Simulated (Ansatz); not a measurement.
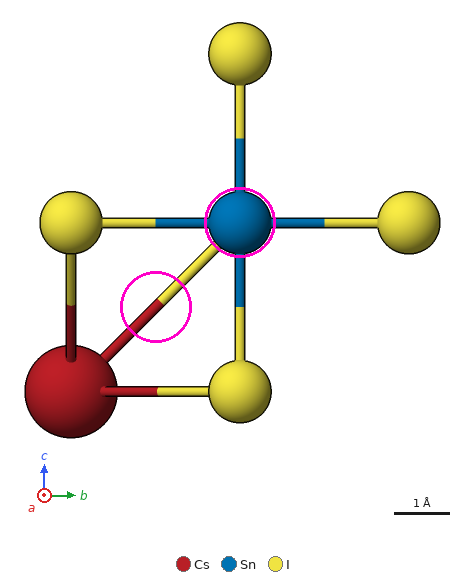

Perfect CsSnI3. The picture is a ball-and-stick view of the atoms within 4.6 Å of one point, in a slice 5.0 Å thick across the line of sight, seen along the a axis.

All numbers below come from DFT, PBEsol, PAW, plane waves in Ansatz. Settings: plane-wave cutoff 420 eV; k-point mesh 1 × 1 × 1; mesh shifted by (0.25, 0.25, 0.25); collinear spin. Fermi-Dirac smearing of 0.01 eV. The axes drawn are those of the host's conventional cell.

A tin atom is replaced by hydrogen and an extra tin atom is put between the host's atoms (an interstitial), the two sites 2.7 Å apart at the ringed places, in charge state 0. The supercell has 40 sites, and the atoms are relaxed at the host's cell.

Q: Predict the relaxed surroundings of the defect.

A: In the host the Sn atom has 6 I at 3.08 Å; the H atom ends with 1 Sn at 1.80 Å. The Sn atom starts with 1 Sn at 2.66 Å, 3 I at 2.66 to 2.67 Å, 1 Cs at 2.67 Å around its place and ends with 1 H at 1.80 Å. Of the host's atoms, an iodine atom moves furthest from its site, by 1.17 Å. The H atom itself moves 1.20 Å from where it was put. The Sn atom itself moves 2.19 Å from where it was put. The cell's net moment is 1.00 μB.

The relaxed defect, seen from the same direction:

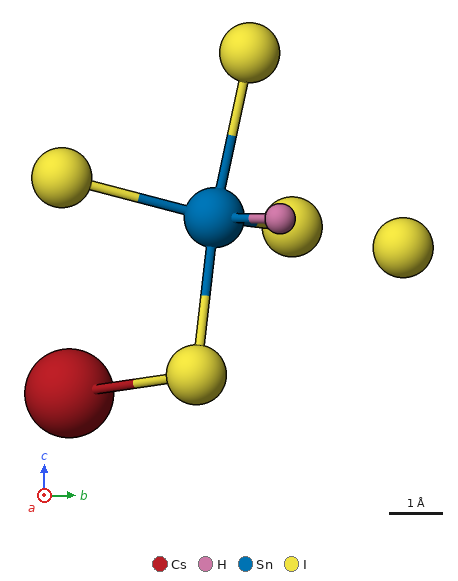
